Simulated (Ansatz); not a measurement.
SnNH8F: nudged elastic band

System: SnNH8F.
Method: RKS PBE-D4/def2-SVP (Ansatz 0.2.0).

One setting was made poor on purpose. It belongs to a series of runs on one base structure; here: band between the two ends. Figures and captions count atoms from 1; the log counts them from 0 in places.

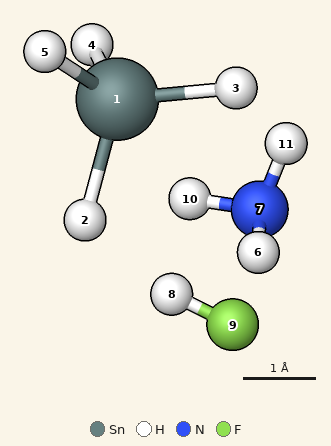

*The structure as given in the input (ball-and-stick view, seen at a tilt; atoms are numbered from 1 in the order of the input). Sticks mark near contacts.*

### Input
```yaml
crystal:
  periodic: [false, false, false]
  atoms:
    - { symbol: Sn, position_ang: [-0.826305, -0.256582, -1.343687] }
    - { symbol: H, position_ang: [0.108536, 1.192402, -1.082605] }
    - { symbol: H, position_ang: [0.102992, -1.652025, -0.979829] }
    - { symbol: H, position_ang: [-2.246039, -0.148697, -0.379014] }
    - { symbol: H, position_ang: [-1.253905, -0.244727, -3.017779] }
    - { symbol: H, position_ang: [0.936083, 0.111179, 1.498532] }
    - { symbol: "N", position_ang: [0.126364, -0.099031, 2.097863] }
    - { symbol: H, position_ang: [1.570822, 0.945466, -0.483251] }
    - { symbol: F, position_ang: [2.317185, 0.603995, -0.012546] }
    - { symbol: H, position_ang: [-0.614496, 0.575359, 1.872596] }
    - { symbol: H, position_ang: [-0.221338, -1.027339, 1.829719] }
basis:
  gaussian: { orbitals: def2-SVP }
hamiltonian:
  xc: pbe
  dispersion: d4
neb:
  order_check: false
  images: 1
  f_tol: 0.05
  max_iterations: 60
  climbing: false
  final_atoms:
    - { symbol: Sn, position_ang: [-0.98108694, -0.93194665, -0.65346189] }
    - { symbol: H, position_ang: [1.15877984, 2.63486901, -0.54098135] }
    - { symbol: H, position_ang: [-0.17531195, -2.43590799, -0.83608645] }
    - { symbol: H, position_ang: [-2.68858415, -1.1748995, -0.44464938] }
    - { symbol: H, position_ang: [-0.67413545, 0.22512468, -1.87943643] }
    - { symbol: H, position_ang: [1.22194663, -0.1106909, 0.55416531] }
    - { symbol: "N", position_ang: [-0.20415704, -0.10360576, 1.13769999] }
    - { symbol: H, position_ang: [1.41275599, 1.9088379, -0.46711102] }
    - { symbol: F, position_ang: [1.94244244, -0.17745596, -0.14353633] }
    - { symbol: H, position_ang: [-0.57879391, 0.83926463, 1.31058711] }
    - { symbol: H, position_ang: [-0.43395645, -0.67358946, 1.96280943] }
  initial_path:
    images:
      - { positions_ang: [[-0.826305, -0.256582, -1.343687], [0.108536, 1.192402, -1.082605], [0.102992, -1.652025, -0.979829], [-2.246039, -0.148697, -0.379014], [-1.253905, -0.244727, -3.017779], [0.936083, 0.111179, 1.498532], [0.126364, -0.099031, 2.097863], [1.570822, 0.945466, -0.483251], [2.317185, 0.603995, -0.012546], [-0.614496, 0.575359, 1.872596], [-0.221338, -1.027339, 1.829719]] }
      - { positions_ang: [[-0.90462292, -0.51571172, -0.99003194], [1.08695057, 0.48359226, -1.26762067], [-0.06029633, -1.81970027, -1.66655953], [-2.32639909, -1.24245994, -0.33063351], [-1.47804425, 0.82623964, -1.85286845], [1.07574412, 0.50040984, 1.14144384], [-0.18840716, 0.09052109, 1.27494634], [1.65997869, 0.68100588, -0.49801405], [2.11007084, 0.82732649, 0.61706312], [-0.73547951, 0.85079137, 1.65011311], [-0.23959597, -0.68201463, 1.92216075]] }
      - { positions_ang: [[-0.98108694, -0.93194665, -0.65346189], [1.15877984, 2.63486901, -0.54098135], [-0.17531195, -2.43590799, -0.83608645], [-2.68858415, -1.1748995, -0.44464938], [-0.67413545, 0.22512468, -1.87943643], [1.22194663, -0.1106909, 0.55416531], [-0.20415704, -0.10360576, 1.13769999], [1.41275599, 1.9088379, -0.46711102], [1.94244244, -0.17745596, -0.14353633], [-0.57879391, 0.83926463, 1.31058711], [-0.43395645, -0.67358946, 1.96280943]] }
```

Launched with:
```bash
ansatz run input.yaml --threads 2 --pin off --max-ram 3072MiB --backend cpu --events-out ev --progress --plain --runs-dir out
```

### Log
```
Engine: ansatz 0.2.0, aarch64-unknown-linux-gnu
Functional definition: PBE
  parameter kappa = 0.804
  parameter beta = 0.06672455060314922
  exchange = pbe_x(kappa = kappa, mu = beta*pi^2/3)
  correlation = pbe_c(beta = beta)
1075 factors; their error is unknown
mean field evaluation 1: about -10151.1872 eV, gradient 6.4e1 eV
mean field evaluation 2: about -10088.7626 eV, gradient 1.3e2 eV
mean field evaluation 4: about -10158.7791 eV, gradient 1.4e1 eV
mean field evaluation 8: about -10159.1387 eV, gradient 2.5e-1 eV
mean field evaluation 16: about -10159.1066 eV, gradient 4.2e-5 eV
mean field -10159.10657560 eV, -373.3402805636 hartree, gradient 4.2e-5 eV, S^2 0.000000; 0 other end points of the search recorded, 0 dependent functions left out
the calculation of the forces begins
reference -10159.10661751 eV, -373.3402821039 hartree; 23, 23 occupied and 71, 71 virtual orbitals, 1075 factors
1075 factors; their error is unknown
mean field evaluation 32: about -10159.2503 eV, gradient 6.3e-4 eV
mean field -10159.25028420 eV, -373.3455617571 hartree, gradient 1.3e-5 eV, S^2 0.000000; 0 other end points of the search recorded, 0 dependent functions left out
[... from here on the field's lines of each further geometry are left out, up to the last ...]
NEB iter   1: max|band force component| = 2.768e0 eV/Å  barrier→ = 1.0758 eV  barrier← = 1.2377 eV  Δτ_max = 0.2000 Å  (79 SCF iters)
NEB iter   2: max|band force component| = 1.359e0 eV/Å  barrier→ = 0.8813 eV  barrier← = 1.0432 eV  Δτ_max = 0.2000 Å  (34 SCF iters)
NEB iter   3: max|band force component| = 1.331e0 eV/Å  barrier→ = 0.7571 eV  barrier← = 0.9190 eV  Δτ_max = 0.1177 Å  (30 SCF iters)
NEB iter   4: max|band force component| = 1.223e0 eV/Å  barrier→ = 0.5321 eV  barrier← = 0.6940 eV  Δτ_max = 0.2000 Å  (28 SCF iters)
NEB iter   5: max|band force component| = 6.579e0 eV/Å  barrier→ = 0.8249 eV  barrier← = 0.9868 eV  Δτ_max = 0.1000 Å  (32 SCF iters)
NEB iter   6: max|band force component| = 1.493e0 eV/Å  barrier→ = 0.3073 eV  barrier← = 0.4691 eV  Δτ_max = 0.0752 Å  (28 SCF iters)
NEB iter   7: max|band force component| = 1.471e0 eV/Å  barrier→ = 0.2392 eV  barrier← = 0.4011 eV  Δτ_max = 0.2000 Å  (28 SCF iters)
NEB iter   8: max|band force component| = 1.186e0 eV/Å  barrier→ = 0.1029 eV  barrier← = 0.2648 eV  Δτ_max = 0.1971 Å  (33 SCF iters)
NEB iter   9: max|band force component| = 9.817e-1 eV/Å  barrier→ = 0.0864 eV  barrier← = 0.2483 eV  Δτ_max = 0.1996 Å  (28 SCF iters)
NEB iter  10: max|band force component| = 3.980e-1 eV/Å  barrier→ = 0.0653 eV  barrier← = 0.2272 eV  Δτ_max = 0.1273 Å  (27 SCF iters)
NEB iter  11: max|band force component| = 1.457e-1 eV/Å  barrier→ = 0.0536 eV  barrier← = 0.2154 eV  Δτ_max = 0.0448 Å  (27 SCF iters)
NEB iter  12: max|band force component| = 1.165e-1 eV/Å  barrier→ = 0.0575 eV  barrier← = 0.2194 eV  Δτ_max = 0.0752 Å  (27 SCF iters)
NEB iter  13: max|band force component| = 7.078e-2 eV/Å  barrier→ = 0.0667 eV  barrier← = 0.2286 eV  Δτ_max = 0.1372 Å  (28 SCF iters)
NEB iter  14: max|band force component| = 1.540e-1 eV/Å  barrier→ = 0.0854 eV  barrier← = 0.2473 eV  Δτ_max = 0.0614 Å  (28 SCF iters)
NEB iter  15: max|band force component| = 7.252e-2 eV/Å  barrier→ = 0.0721 eV  barrier← = 0.2340 eV  Δτ_max = 0.0327 Å  (27 SCF iters)
the calculation of the forces begins
reference -10159.02146762 eV, -373.3371529030 hartree; 23, 23 occupied and 71, 71 virtual orbitals, 1075 factors
1075 factors; their error is unknown
mean field -10159.02142653 eV, -373.3371513930 hartree, gradient 2.3e-5 eV, S^2 0.000000; 1 other end points of the search recorded, 0 dependent functions left out
the calculation of the forces begins
reference -10159.02146762 eV, -373.3371529030 hartree; 23, 23 occupied and 71, 71 virtual orbitals, 1075 factors
NEB iter  16: max|band force component| = 2.134e-2 eV/Å  barrier→ = 0.0656 eV  barrier← = 0.2275 eV  Δτ_max = 0.0000 Å  (54 SCF iters)
```

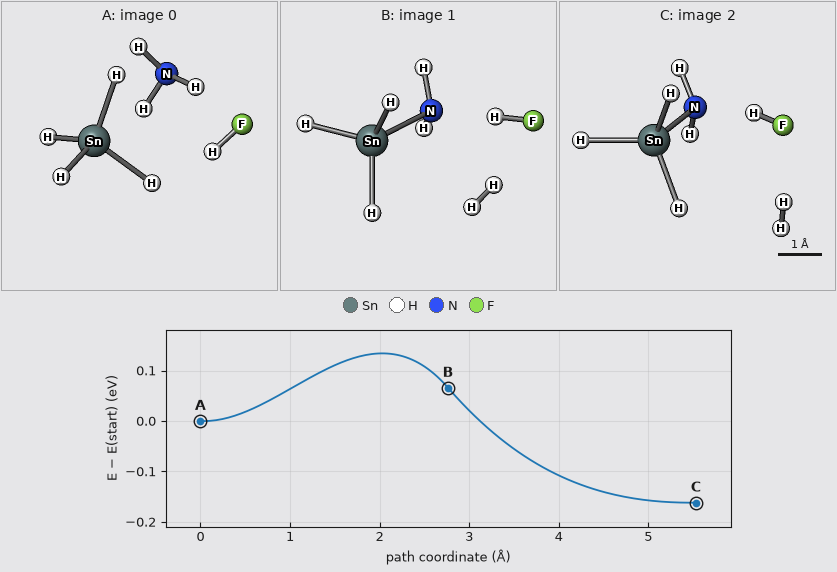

*Images of the last band (counted from 0; ball-and-stick, seen at a tilt) above the energy along the path; the line is a cubic interpolation that uses the forces.*

The highest image is number 1, 0.066 eV above the start and 0.228 eV above the end; the end lies 0.162 eV below the start. The path is 5.53 Å long. The band converged in 16 iterations.

```
Total energy: -10159.18761664 eV, -373.3432587668 hartree
Atom 0 at    -1.050085    -0.599754    -0.698145 Å, force    -0.046655    -0.055838     0.080743 eV/Å
Atom 1 at     1.139285     1.089977    -1.555590 Å, force     0.149657     0.045595    -0.023673 eV/Å
Atom 2 at     0.011900    -1.867734    -1.156403 Å, force    -0.030658    -0.045198    -0.004430 eV/Å
Atom 3 at    -2.663325    -1.116975    -0.347945 Å, force    -0.060200    -0.136087     0.008098 eV/Å
Atom 4 at    -1.158219     0.616593    -1.908395 Å, force     0.032068     0.099221     0.156156 eV/Å
Atom 5 at     1.289630     0.384480     1.083167 Å, force     0.068879     0.014905    -0.080761 eV/Å
Atom 6 at    -0.247949     0.018818     1.174554 Å, force    -0.041996     0.003942    -0.106715 eV/Å
Atom 7 at     1.566832     0.979366    -0.915592 Å, force    -0.012176     0.042657    -0.057929 eV/Å
Atom 8 at     2.252844     0.541271     0.904779 Å, force    -0.037232    -0.036466     0.087863 eV/Å
Atom 9 at    -0.821188     0.751823     1.617235 Å, force    -0.012648     0.024493    -0.053334 eV/Å
Atom 10 at    -0.319825    -0.797865     1.802334 Å, force    -0.009040     0.042776    -0.006017 eV/Å
Dipole moment:    -0.855090    -0.225881     0.092635 e Å
this run last wrote the band of iteration 16 to [file]
```

### The last band as extended XYZ (Å, eV, eV/Å)
```
11
Properties=species:S:1:pos:R:3:forces:R:3 image=0 energy=-10159.25322
Sn   -0.8263   -0.2566   -1.3437   -0.0043   0.0014  -0.0106
H     0.1085    1.1924   -1.0826    0.0017  -0.0027   0.0005
H     0.1030   -1.6520   -0.9798    0.0013   0.0005   0.0017
H    -2.2460   -0.1487   -0.3790    0.0021   0.0020   0.0018
H    -1.2539   -0.2447   -3.0178    0.0019   0.0002   0.0000
H     0.9361    0.1112    1.4985    0.0134   0.0080  -0.0045
N     0.1264   -0.0990    2.0979   -0.0093  -0.0103  -0.0009
H     1.5708    0.9455   -0.4833   -0.0161   0.0079  -0.0130
F     2.3172    0.6040   -0.0125    0.0077  -0.0086   0.0134
H    -0.6145    0.5754    1.8726    0.0002   0.0034   0.0034
H    -0.2213   -1.0273    1.8297    0.0014  -0.0018   0.0084
11
Properties=species:S:1:pos:R:3:forces:R:3 image=1 energy=-10159.18758
Sn   -1.0501   -0.5998   -0.6981   -0.0467  -0.0558   0.0807
H     1.1393    1.0900   -1.5556    0.1497   0.0456  -0.0237
H     0.0119   -1.8677   -1.1564   -0.0307  -0.0452  -0.0044
H    -2.6633   -1.1170   -0.3479   -0.0602  -0.1361   0.0081
H    -1.1582    0.6166   -1.9084    0.0321   0.0992   0.1562
H     1.2896    0.3845    1.0832    0.0689   0.0149  -0.0808
N    -0.2479    0.0188    1.1746   -0.0420   0.0039  -0.1067
H     1.5668    0.9794   -0.9156   -0.0122   0.0427  -0.0579
F     2.2528    0.5413    0.9048   -0.0372  -0.0365   0.0879
H    -0.8212    0.7518    1.6172   -0.0126   0.0245  -0.0533
H    -0.3198   -0.7979    1.8023   -0.0090   0.0428  -0.0060
11
Properties=species:S:1:pos:R:3:forces:R:3 image=2 energy=-10159.41511
Sn   -0.9811   -0.9319   -0.6535   -0.0067  -0.0060   0.0018
H     1.1588    2.6349   -0.5410    0.0013  -0.0023  -0.0008
H    -0.1753   -2.4359   -0.8361    0.0015   0.0014  -0.0012
H    -2.6886   -1.1749   -0.4446    0.0013   0.0007   0.0000
H    -0.6741    0.2251   -1.8794    0.0020   0.0022   0.0001
H     1.2219   -0.1107    0.5542    0.0244  -0.0031  -0.0232
N    -0.2042   -0.1036    1.1377   -0.0027  -0.0043  -0.0032
H     1.4128    1.9088   -0.4671   -0.0020   0.0036  -0.0005
F     1.9424   -0.1775   -0.1435   -0.0176   0.0032   0.0214
H    -0.5788    0.8393    1.3106    0.0010   0.0116  -0.0010
H    -0.4340   -0.6736    1.9628   -0.0026  -0.0071   0.0066
```

### Key numbers

```json
{"quantity": "outcome", "value": "converged"}
{"quantity": "barrier, forward", "value": "0.066 eV"}
{"quantity": "barrier, backward", "value": "0.228 eV"}
{"quantity": "hardware", "value": "2 threads of Arm Neoverse V1, 24 GiB of memory available, shared host"}
{"quantity": "wall time", "value": "30 s (CPU time 58 s)"}
{"quantity": "peak memory", "value": "0.13 GiB"}
```

A deliberately poor setting: few images. The order of the saddle point was not checked.
